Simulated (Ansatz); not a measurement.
Geometry relaxation, with input and output: H₁₃O₆ (charge +1) (part 2 of 2)

The same run, continued: H₁₃O₆, charge +1; RKS PBE0-D4/def2-SVP (Ansatz 0.2.0). 

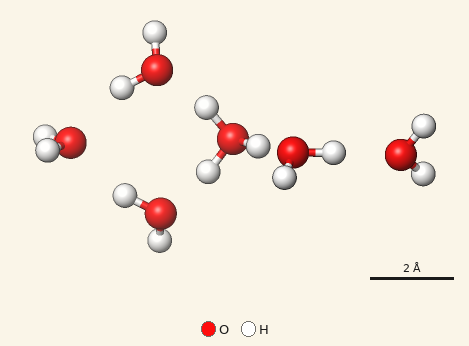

The geometry at step 15 of the log (ball-and-stick view, seen at a tilt).

### Trajectory as extended XYZ, continued
```
19
Properties=species:S:1:pos:R:3:forces:R:3 step=8 energy=-12467.27727 accepted=F
O     0.7483    2.0840    0.6791   -0.0023   0.0055   0.0025
O     1.0958   -4.2385    1.4414    0.0405  -0.0113   0.2518
O    -0.7741    3.3283   -1.3155   -0.0001   0.0055  -0.0041
O    -1.7058    0.6979   -1.5320   -0.0020   0.0062   0.0014
O     0.9623   -2.0737   -0.0373    0.0064  -0.0162   0.0115
O    -0.4622   -0.1481    0.5130    0.0041   0.0205  -0.0167
H     0.9250    2.5818    1.4854    0.0000  -0.0031  -0.0015
H     0.3052    2.6938    0.0585   -0.0019  -0.0043  -0.0021
H     0.6648   -5.0659    1.1982    0.0049   0.0032   0.0052
H     1.2472   -4.2923    2.3965   -0.0426   0.0062  -0.2535
H    -0.2662    3.6335   -2.0806    0.0004  -0.0026   0.0012
H    -1.3704    4.0606   -1.1064    0.0024  -0.0016  -0.0003
H    -2.6287    0.5405   -1.7605   -0.0007  -0.0005   0.0005
H    -1.5500    1.6589   -1.5970    0.0024  -0.0027   0.0021
H     0.9833   -2.8755    0.5476   -0.0011   0.0187  -0.0203
H     1.8291   -2.0056   -0.4513   -0.0088   0.0011   0.0064
H     0.0638    0.7000    0.6979   -0.0033  -0.0112   0.0049
H     0.1808   -0.9483    0.2823    0.0011  -0.0051   0.0017
H    -1.0354    0.0808   -0.2947    0.0007  -0.0084   0.0096
19
Properties=species:S:1:pos:R:3:forces:R:3 step=10 energy=-12467.27806
O     0.7414    2.0838    0.6814   -0.0017   0.0017   0.0041
O     1.0944   -4.2402    1.4420    0.0105  -0.0069   0.0727
O    -0.7676    3.3307   -1.3233   -0.0013   0.0010  -0.0003
O    -1.7124    0.7023   -1.5248   -0.0053   0.0006   0.0012
O     0.9631   -2.0740   -0.0381    0.0034   0.0018  -0.0012
O    -0.4638   -0.1507    0.5142    0.0029  -0.0006  -0.0068
H     0.9134    2.5844    1.4871   -0.0013  -0.0026  -0.0045
H     0.3003    2.6907    0.0566    0.0014   0.0029  -0.0009
H     0.6760   -5.0729    1.1946    0.0066   0.0087   0.0046
H     1.2536   -4.2990    2.3921   -0.0152  -0.0002  -0.0778
H    -0.2558    3.6279   -2.0889   -0.0006  -0.0029   0.0025
H    -1.3595    4.0681   -1.1197    0.0037  -0.0025  -0.0014
H    -2.6369    0.5503   -1.7508    0.0045   0.0014   0.0018
H    -1.5506    1.6622   -1.5914   -0.0003   0.0013  -0.0026
H     0.9829   -2.8760    0.5452   -0.0012  -0.0029  -0.0008
H     1.8334   -2.0011   -0.4437   -0.0046   0.0014   0.0028
H     0.0604    0.6976    0.7009    0.0004  -0.0013   0.0015
H     0.1796   -0.9506    0.2828   -0.0016   0.0005   0.0018
H    -1.0393    0.0788   -0.2914   -0.0002  -0.0015   0.0032
19
Properties=species:S:1:pos:R:3:forces:R:3 step=11 energy=-12467.27819
O     0.7383    2.0831    0.6862    0.0009   0.0054  -0.0009
O     1.1055   -4.2393    1.4357    0.0081  -0.0096   0.0829
O    -0.7579    3.3226   -1.3293    0.0042   0.0098  -0.0079
O    -1.7222    0.7024   -1.5177   -0.0011   0.0063  -0.0032
O     0.9582   -2.0688   -0.0373    0.0031  -0.0026  -0.0005
O    -0.4718   -0.1494    0.5210    0.0018   0.0049  -0.0063
H     0.9099    2.5855    1.4907   -0.0004  -0.0023  -0.0004
H     0.3048    2.6908    0.0568   -0.0032  -0.0081   0.0030
H     0.7059   -5.0776    1.1760    0.0080   0.0127   0.0085
H     1.2380   -4.2965    2.3902   -0.0152  -0.0010  -0.0928
H    -0.2400    3.6076   -2.0956   -0.0044  -0.0006   0.0046
H    -1.3419    4.0685   -1.1337    0.0044  -0.0063  -0.0029
H    -2.6478    0.5544   -1.7412    0.0009  -0.0001   0.0014
H    -1.5542    1.6607   -1.5927   -0.0012  -0.0073   0.0068
H     0.9809   -2.8730    0.5432    0.0004   0.0001  -0.0014
H     1.8300   -1.9889   -0.4384   -0.0042   0.0007   0.0036
H     0.0531    0.6986    0.7067   -0.0008  -0.0009   0.0024
H     0.1719   -0.9486    0.2878    0.0006  -0.0005   0.0007
H    -1.0482    0.0803   -0.2838   -0.0019  -0.0005   0.0022
19
Properties=species:S:1:pos:R:3:forces:R:3 step=13 energy=-12467.27847
O     0.7308    2.0802    0.6932   -0.0028   0.0017  -0.0076
O     1.1181   -4.2380    1.4263   -0.0089  -0.0292   0.0276
O    -0.7400    3.3162   -1.3455    0.0031   0.0089  -0.0104
O    -1.7399    0.7048   -1.5008    0.0024   0.0088  -0.0012
O     0.9577   -2.0622   -0.0364    0.0053  -0.0009  -0.0036
O    -0.4803   -0.1511    0.5300   -0.0070   0.0032   0.0028
H     0.8934    2.5887    1.4957   -0.0009   0.0010  -0.0002
H     0.3041    2.6828    0.0542    0.0017   0.0004   0.0083
H     0.7541   -5.0852    1.1430    0.0150   0.0332   0.0173
H     1.2065   -4.2981    2.3849   -0.0059  -0.0040  -0.0454
H    -0.2141    3.5795   -2.1142   -0.0074  -0.0028   0.0098
H    -1.3140    4.0742   -1.1670    0.0082  -0.0111  -0.0012
H    -2.6704    0.5698   -1.7122    0.0027   0.0019   0.0012
H    -1.5581    1.6601   -1.5828   -0.0071  -0.0078   0.0003
H     0.9820   -2.8693    0.5402    0.0010   0.0018  -0.0017
H     1.8353   -1.9691   -0.4220   -0.0058  -0.0009   0.0047
H     0.0433    0.6974    0.7165    0.0023   0.0004  -0.0001
H     0.1648   -0.9479    0.2931    0.0059  -0.0051   0.0003
H    -1.0607    0.0797   -0.2715   -0.0016   0.0005  -0.0010
19
Properties=species:S:1:pos:R:3:forces:R:3 step=15 energy=-12467.27860
O     0.7260    2.0818    0.6988    0.0008   0.0009   0.0019
O     1.1204   -4.2380    1.4157   -0.0031  -0.0045  -0.0065
O    -0.7276    3.3061   -1.3574   -0.0014   0.0065  -0.0042
O    -1.7534    0.7046   -1.4892   -0.0043  -0.0012  -0.0007
O     0.9619   -2.0542   -0.0352    0.0067   0.0026  -0.0032
O    -0.4844   -0.1501    0.5365   -0.0028  -0.0008   0.0020
H     0.8829    2.5925    1.5011   -0.0004  -0.0006  -0.0016
H     0.3042    2.6828    0.0551    0.0000   0.0000  -0.0002
H     0.7704   -5.0862    1.1199    0.0020   0.0048   0.0019
H     1.1927   -4.3055    2.3742    0.0005  -0.0010   0.0042
H    -0.1970    3.5539   -2.1280   -0.0026  -0.0019   0.0046
H    -1.2936    4.0724   -1.1900    0.0037  -0.0044  -0.0008
H    -2.6869    0.5749   -1.6904    0.0038   0.0006   0.0008
H    -1.5661    1.6580   -1.5782    0.0007  -0.0005   0.0003
H     0.9835   -2.8645    0.5369    0.0005   0.0009  -0.0003
H     1.8463   -1.9506   -0.4024   -0.0071  -0.0012   0.0031
H     0.0379    0.6994    0.7225    0.0002   0.0000  -0.0012
H     0.1632   -0.9450    0.2978    0.0013  -0.0008  -0.0001
H    -1.0678    0.0801   -0.2630    0.0015   0.0007   0.0000
19
Properties=species:S:1:pos:R:3:forces:R:3 step=17 energy=-12467.27863
O     0.7227    2.0846    0.7025   -0.0002   0.0002  -0.0005
O     1.1185   -4.2397    1.4044    0.0009   0.0030   0.0021
O    -0.7202    3.2986   -1.3673   -0.0004  -0.0012   0.0001
O    -1.7603    0.7015   -1.4795    0.0010  -0.0003   0.0003
O     0.9658   -2.0452   -0.0314    0.0022  -0.0003   0.0014
O    -0.4874   -0.1481    0.5459    0.0001   0.0008   0.0022
H     0.8752    2.5994    1.5031    0.0000   0.0002   0.0000
H     0.3043    2.6822    0.0535    0.0003   0.0001   0.0001
H     0.7745   -5.0869    1.0993   -0.0017  -0.0036  -0.0025
H     1.1875   -4.3160    2.3625    0.0002   0.0009  -0.0004
H    -0.1858    3.5347   -2.1387    0.0007   0.0003  -0.0006
H    -1.2809    4.0707   -1.2092   -0.0007   0.0008   0.0003
H    -2.6954    0.5756   -1.6755   -0.0009  -0.0002  -0.0003
H    -1.5685    1.6533   -1.5750    0.0003   0.0004   0.0001
H     0.9850   -2.8596    0.5351   -0.0005   0.0004  -0.0002
H     1.8537   -1.9352   -0.3876   -0.0010  -0.0001  -0.0004
H     0.0336    0.7026    0.7300    0.0002  -0.0009   0.0004
H     0.1627   -0.9408    0.3057   -0.0014   0.0011  -0.0014
H    -1.0723    0.0806   -0.2530    0.0009  -0.0014  -0.0006
19
Properties=species:S:1:pos:R:3:forces:R:3 step=18 energy=-12467.27864
O     0.7218    2.0870    0.7032   -0.0007   0.0006  -0.0009
O     1.1157   -4.2413    1.3986    0.0005   0.0008   0.0027
O    -0.7187    3.2955   -1.3717    0.0001  -0.0015   0.0011
O    -1.7613    0.6989   -1.4753    0.0014   0.0006   0.0006
O     0.9684   -2.0407   -0.0281    0.0003  -0.0009   0.0015
O    -0.4876   -0.1465    0.5514    0.0012   0.0008   0.0016
H     0.8733    2.6041    1.5025    0.0001   0.0001  -0.0001
H     0.3040    2.6827    0.0521    0.0005   0.0000   0.0006
H     0.7720   -5.0871    1.0892   -0.0009  -0.0015  -0.0014
H     1.1850   -4.3224    2.3563   -0.0001   0.0010  -0.0020
H    -0.1830    3.5284   -2.1432    0.0001   0.0002  -0.0009
H    -1.2785    4.0688   -1.2167   -0.0007   0.0008   0.0001
H    -2.6966    0.5734   -1.6704   -0.0011  -0.0002  -0.0003
H    -1.5685    1.6503   -1.5735    0.0001   0.0000  -0.0007
H     0.9859   -2.8574    0.5350   -0.0004  -0.0003   0.0001
H     1.8572   -1.9292   -0.3816    0.0009   0.0001  -0.0008
H     0.0328    0.7050    0.7340    0.0001  -0.0007   0.0006
H     0.1636   -0.9381    0.3107   -0.0016   0.0013  -0.0010
H    -1.0729    0.0808   -0.2476    0.0001  -0.0013  -0.0008
19
Properties=species:S:1:pos:R:3:forces:R:3 step=20 energy=-12467.27865
O     0.7225    2.0914    0.7020   -0.0006   0.0004  -0.0001
O     1.1100   -4.2446    1.3930   -0.0005  -0.0017   0.0010
O    -0.7214    3.2937   -1.3742   -0.0005   0.0003   0.0003
O    -1.7583    0.6952   -1.4728    0.0001   0.0005   0.0002
O     0.9728   -2.0368   -0.0228   -0.0016  -0.0009   0.0005
O    -0.4847   -0.1438    0.5568    0.0014  -0.0006  -0.0014
H     0.8753    2.6105    1.4997    0.0002  -0.0001   0.0001
H     0.3035    2.6855    0.0502    0.0004  -0.0005   0.0000
H     0.7616   -5.0874    1.0804    0.0007   0.0017   0.0010
H     1.1810   -4.3303    2.3502   -0.0004  -0.0002  -0.0020
H    -0.1869    3.5272   -2.1463   -0.0002  -0.0002   0.0001
H    -1.2834    4.0655   -1.2197    0.0002   0.0001  -0.0001
H    -2.6931    0.5674   -1.6690   -0.0002  -0.0002   0.0000
H    -1.5672    1.6467   -1.5731    0.0004  -0.0006  -0.0003
H     0.9872   -2.8562    0.5364    0.0005   0.0002  -0.0005
H     1.8617   -1.9266   -0.3764    0.0013  -0.0001   0.0000
H     0.0349    0.7085    0.7372   -0.0001   0.0007   0.0001
H     0.1673   -0.9346    0.3162   -0.0004   0.0004   0.0008
H    -1.0701    0.0811   -0.2429   -0.0006   0.0005   0.0001
```

This output came from the following input.

### Input
```yaml
crystal:
  periodic: [false, false, false]
  atoms:
    - { symbol: O, position_ang: [0.74587909, 2.12978023, 0.6940282] }
    - { symbol: O, position_ang: [0.9711458, -4.26454388, 1.54233562] }
    - { symbol: O, position_ang: [-0.84250233, 3.41317404, -1.29493519] }
    - { symbol: O, position_ang: [-1.72500749, 0.71617188, -1.56791271] }
    - { symbol: O, position_ang: [1.0237428, -2.12487941, -0.02095385] }
    - { symbol: O, position_ang: [-0.37852827, -0.14563754, 0.41732133] }
    - { symbol: H, position_ang: [0.99388305, 2.57970364, 1.50539053] }
    - { symbol: H, position_ang: [0.28370142, 2.76625742, 0.12361173] }
    - { symbol: H, position_ang: [0.5691725, -5.10048395, 1.29319257] }
    - { symbol: H, position_ang: [1.33123037, -4.37953235, 2.42501238] }
    - { symbol: H, position_ang: [-0.33760196, 3.73134184, -2.05176853] }
    - { symbol: H, position_ang: [-1.44922764, 4.12719451, -1.07071907] }
    - { symbol: H, position_ang: [-2.61715431, 0.48469493, -1.83724086] }
    - { symbol: H, position_ang: [-1.63131263, 1.68155999, -1.61516666] }
    - { symbol: H, position_ang: [1.01293248, -2.90893001, 0.5774951] }
    - { symbol: H, position_ang: [1.86061704, -2.11079783, -0.4895118] }
    - { symbol: H, position_ang: [0.12574344, 0.70249424, 0.63693029] }
    - { symbol: H, position_ang: [0.24898246, -0.96166154, 0.22896913] }
    - { symbol: H, position_ang: [-0.97299585, 0.07637378, -0.37126821] }
total_charge: 1
basis:
  gaussian: { orbitals: def2-SVP }
hamiltonian:
  xc: pbe0
  dispersion: d4
relax:
  f_tol: 0.004
  max_steps: 80
```

Launch command:
```bash
ansatz run input.yaml --threads 4 --pin off --max-ram 10240MiB --backend cpu --events-out ev --progress --plain --runs-dir out
```

### Summary

| quantity | value |
| --- | --- |
| outcome | converged |
| total energy | −12467.2787 eV |
| mean-field energy | −12467.1317 eV |
| SCF solution under orbital rotations | stable |
| largest force (length of the vector) at the end | 0.002 eV/Å |
| hardware | 4 threads of Arm Neoverse N1, 98 GiB of memory available, shared host |
| wall time | 75 s (CPU time 4.7 min) |
| peak memory | 0.37 GiB |
